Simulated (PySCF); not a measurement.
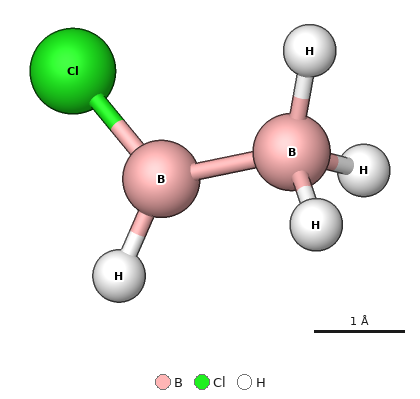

Figure 1. The structure (ball-and-stick view, seen at a tilt). Bond lengths as drawn: B–B 1.66 Å, B–Cl 1.77 Å and B–H 1.20 to 1.24 Å.

# GW calculation of B₂H₄Cl (charge −1)

The run: GW calculation of B₂H₄Cl, charge −1, SMILES [BH3-]BCl. Method and program: G0W0 (SVWN5)/cc-pVDZ, RKS (PySCF 2.14.0).

The geometry comes from this level: GFN2-xTB.

The input (job.py)
```python
# [BH3-]BCl
from pyscf import gto, dft, gw

mol = gto.M(
    atom='''
B       -0.652560       0.420920      -0.048340
B        0.833980      -0.327180       0.003960
Cl       1.421600      -1.344170       1.322400
H       -1.345000      -0.438940      -0.612090
H       -0.679840       1.406970      -0.776110
H       -1.193070       0.683960       1.014550
H        1.614890      -0.401560      -0.904370
''',
    verbose=3,
    spin=0,
    basis='cc-pvdz',
    charge=-1,
    max_memory=1860,
)

calc0 = dft.RKS(mol, xc='svwn')
calc0.grids.level = 5
calc0.conv_tol = 1e-10
calc0.kernel()
if not calc0.converged:
    calc0 = calc0.newton().run(calc0.mo_coeff, calc0.mo_occ)

e_final = calc0.e_tot
print('Final energy', e_final)

nocc = mol.nelec[0]
orbs = list(range(max(0, nocc - 2), min(mol.nao, nocc + 2)))
mygw = gw.GW(calc0, freq_int='ac')
mygw.orbs = orbs
mygw.kernel()
print('orbital   mean field (eV)   quasiparticle (eV)')
for p in orbs:
    print('%4d %12.4f %12.4f' % (p + 1, calc0.mo_energy[p] * 27.211386, mygw.mo_energy[p] * 27.211386))
```

Run as:
```bash
OMP_NUM_THREADS=1 python job.py
```

What the program printed
```
converged SCF energy = -510.248319296073
Final energy -510.24831929607274

WARN: GW QP energies may not be sorted from min to max

orbital   mean field (eV)   quasiparticle (eV)
  15      -0.8970      -4.0724
  16      -0.1567      -2.9577
  17       3.4083       6.5282
  18       7.0274      10.3683
```

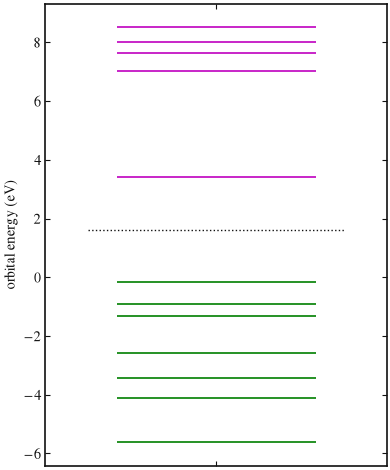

Figure 2. Orbital energies near the frontier; the dotted line parts filled from empty levels, and levels within 0.02 eV of each other stand side by side. Highest filled −0.16 eV, lowest empty 3.41 eV, 3.57 eV apart.

Results in brief

| quantity | value |
| --- | --- |
| outcome | converged |
| total energy | −510.248319 hartree |
| basis functions | 66 |
| HOMO | −0.16 eV |
| LUMO | 3.41 eV |
| hardware | 1 thread of Arm Neoverse V1, 24 GiB of memory available, shared host |
| wall time | 9.3 s |
| peak memory | 0.24 GiB |

Notes

The record of the run, not the program, notes: dipole of an ion depends on the origin.
